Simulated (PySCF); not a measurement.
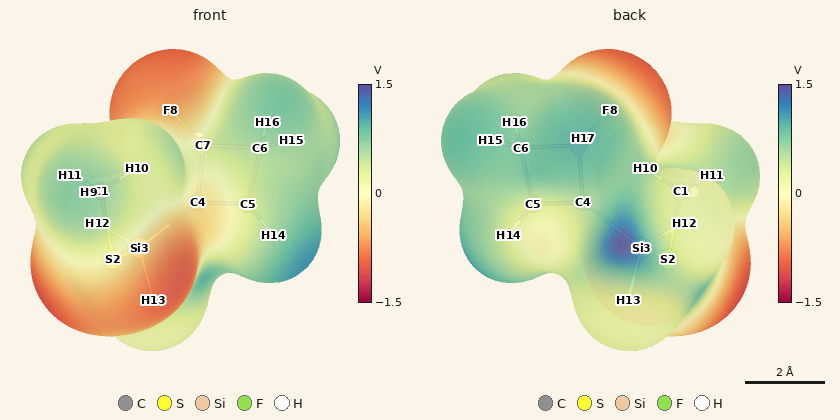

Figure. C₅H₉FSSi. The molecular electrostatic potential painted on the density surface at 0.002 e/bohr³, seen from the front and from behind; the colour scale runs from red (negative) to blue (positive).

Geometry: GFN2-xTB.

The calculation used B3LYP/def2-SVPD, SCF density, gas phase (PySCF).

```xyz
17

C     2.5310    0.1357    0.8540
S     2.6136   -0.2875   -0.9170
Si    0.7474   -1.3234   -1.1399
C    -0.6477   -0.1903   -0.6066
C    -1.2326    0.9277   -1.0584
C    -2.1498    1.1007    0.1174
C    -1.5313   -0.2218    0.6262
F    -0.8769   -0.1306    1.8308
H     3.4218    0.7114    1.0801
H     1.6442    0.7287    1.0512
H     2.5170   -0.7737    1.4461
H     0.7465   -2.4890   -0.2585
H     0.6848   -1.6428   -2.5556
H    -1.1179    1.5117   -1.9528
H    -3.2196    1.0748   -0.0877
H    -1.9227    1.9524    0.7569
H    -2.2148   -1.0719    0.7030
```

### Where is the surface potential most negative and most positive?

The most negative region (about −1.1 V) lies over S2, the most positive (about +1.3 V) over Si3.

### What dipole moment does the calculation give?

Its dipole moment is 2.19 D.
